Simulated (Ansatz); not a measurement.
# RPA@PBE/def2-SVPD run of [CF3]+ (SMILES F[C+](F)F)

What is the vertical ionisation energy of [CF3]+ at RPA@PBE/def2-SVPD? 

Program for the calculation: Ansatz 0.2.0.

2 further runs of the same task are left out: 2 set aside as unsound or not needed.

## (1) The structure to begin with

The species is [CF3]+ (4 atoms), meant as a singlet with charge +1. SMILES: `F[C+](F)F`. The shape is that of a PBE0-D4/def2-TZVP optimisation.

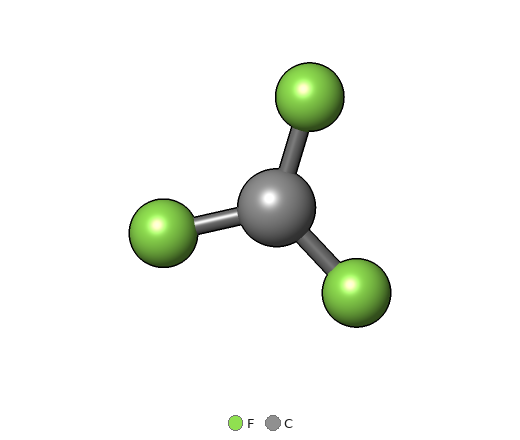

Viewed from a chosen angle; fluorine green, carbon grey.

## (2) A single-point energy at RPA@PBE/def2-SVPD

Contents of molecule.yaml:

```yaml
crystal:
  periodic: [false, false, false]
  atoms:
    - {symbol: F, position_ang: [0.698600, -0.114600, 1.005400]}
    - {symbol: C, position_ang: [0.000000, 0.000000, -0.000000]}
    - {symbol: F, position_ang: [-0.609500, -0.973400, -0.439400]}
    - {symbol: F, position_ang: [-0.089000, 1.088000, -0.566000]}
basis:
  gaussian:
    orbitals: def2-SVPD
total_charge: 1
hamiltonian:
  xc: pbe
correlation:
  method: rpa
  frozen_orbitals: {C: 1, F: 1}
accuracy: high
```

Run with:

```sh
$ ansatz run molecule.yaml --threads 1 --pin off --max-ram 3480MiB --events-out events.jsonl --progress --plain --runs-dir runs
```

Log:

```text
Warning: RAYON_NUM_THREADS=1 ignored (pool sized by the plan → 1); use --threads N
Functional definition: PBE
  name "PBE"
  parameter kappa = 0.804
  parameter beta = 0.06672455060314922
  exchange = pbe_x(kappa = kappa, mu = beta*pi^2/3)
  correlation = pbe_c(beta = beta)
1754 factors; integrals over basis functions are off by at most 2.5e-9 eV
mean field evaluation 1: about -9154.7518 eV, gradient 7.1e1 eV
mean field evaluation 2: about -9154.7506 eV, gradient 7.1e1 eV
mean field evaluation 4: about -9161.2697 eV, gradient 1.3e1 eV
mean field evaluation 8: about -9161.5719 eV, gradient 3.0e-2 eV
mean field evaluation 16: about -9161.5719 eV, gradient 1.6e-7 eV
mean field -9161.57194844 eV, -336.6815591685 hartree, gradient 3.4e-8 eV, S^2 0.000000; 0 other end points of the search recorded, 0 dependent functions left out
4 core orbitals not correlated: weight in the atoms' cores, before any rotation towards them, 1.000 or more for the frozen orbitals, at most 0.000 for the correlated occupied ones
reference -9129.44955205 eV, -335.5010828745 hartree; 12, 12 occupied and 73, 73 virtual orbitals, 1754 factors
Total energy: -9156.90266412 eV, -336.5099661350 hartree
```

It took 6.6 s on 1 thread of Arm Neoverse V1, shared host; peak memory 0.28 GiB.

## (3) Doublet [CF3]2+

Contents of input.yaml:

```yaml
crystal:
  periodic: [false, false, false]
  atoms:
    - {symbol: F, position_ang: [0.698600, -0.114600, 1.005400]}
    - {symbol: C, position_ang: [0.000000, 0.000000, -0.000000]}
    - {symbol: F, position_ang: [-0.609500, -0.973400, -0.439400]}
    - {symbol: F, position_ang: [-0.089000, 1.088000, -0.566000]}
basis:
  gaussian: {orbitals: def2-SVPD}
magnetization: {spin_polarized: true, initial_magnetization: 1}
hamiltonian: {xc: {name: PBE}}
accuracy: high
total_charge: 2
correlation: {method: rpa, frozen_orbitals: {C: 1, F: 1}}
```

Run with:

```sh
$ ansatz run input.yaml --threads 1 --pin off --max-ram 3480MiB --events-out events.jsonl --progress --plain --runs-dir runs
```

Log (excerpt; [...] marks lines left out):

```text
Warning: RAYON_NUM_THREADS=1 ignored (pool sized by the plan → 1); use --threads N
[... 2 set-up lines as earlier in the session ...]
[...]
1754 factors; integrals over basis functions are off by at most 2.5e-9 eV
[...]
mean field -9137.18073427 eV, -335.7851985810 hartree, gradient 2.6e-8 eV, S^2 0.751949; 8 other end points of the search recorded, 0 dependent functions left out
4 core orbitals not correlated: weight in the atoms' cores, before any rotation towards them, 1.000 or more for the frozen orbitals, at most 0.000 for the correlated occupied ones
reference -9102.60502250 eV, -334.5145646095 hartree; 12, 11 occupied and 73, 74 virtual orbitals, 1754 factors
Total energy: -9132.30628382 eV, -335.6060658310 hartree
```

Wall time 14 s (1 thread of Arm Neoverse V1, shared host); peak memory 0.33 GiB.

## (4) Results

Level: RPA@PBE/def2-SVPD, 4 core orbitals frozen.

```
                                            quantity          value
                        singlet [CF3]+: total energy  -336.50997 Eh
    singlet [CF3]+: RPA correlation energy (valence)    -1008.9 mEh
                       doublet [CF3]2+: total energy  -335.60607 Eh
   doublet [CF3]2+: RPA correlation energy (valence)    -1091.5 mEh
  doublet [CF3]2+: ⟨S²⟩ of the reference determinant          0.752
vertical ionisation energy (to the doublet dication)      24.596 eV
```

The vertical ionisation energy comes to 24.60 eV (567 kcal/mol).
